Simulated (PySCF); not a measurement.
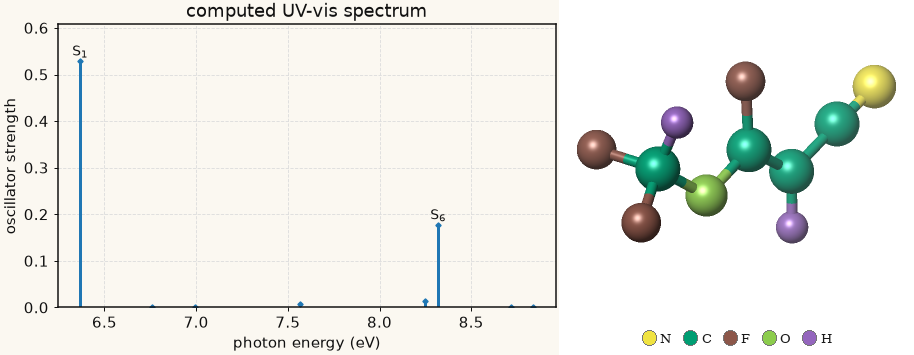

Computed absorption of C₄H₂F₃NO, SMILES N#C/C=C(\F)OC(F)F. Vertical TDDFT excitations, ωB97X-D/def2-SVPD, PySCF, at a GFN2-xTB geometry (no frequency check), gas phase. The lowest 8 singlet states are shown.

> Which of the computed transitions is the brightest, and what character does the calculation give it?

S1 at 6.37 eV (195 nm), f = 0.529, mainly HOMO → LUMO (92 %).

> Where is the lowest singlet, and is it bright?

S1 lies at 6.37 eV (195 nm) with f = 0.529, mainly HOMO → LUMO (92 %); it is bright.

> List the transitions behind the spectrum.

```tsv
state	E (eV)	λ (nm)	f	main character
S1	6.37	195	0.529	HOMO → LUMO (92 %)
S2	6.76	183	0.001	HOMO → LUMO+2 (43 %)
S3	6.99	177	0.000	HOMO−1 → LUMO (78 %)
S4	7.57	164	0.008	HOMO → LUMO+1 (52 %)
S5	8.25	150	0.013	HOMO−2 → LUMO (95 %)
S6	8.32	149	0.177	HOMO−3 → LUMO (61 %)
S7	8.72	142	0.000	HOMO → LUMO+3 (48 %)
S8	8.84	140	0.001	HOMO → LUMO+7 (31 %)
```

Caveats: the tight-binding geometry is rougher than a DFT one and adds to the error; one conformer of a flexible molecule; core orbitals are frozen in the response.
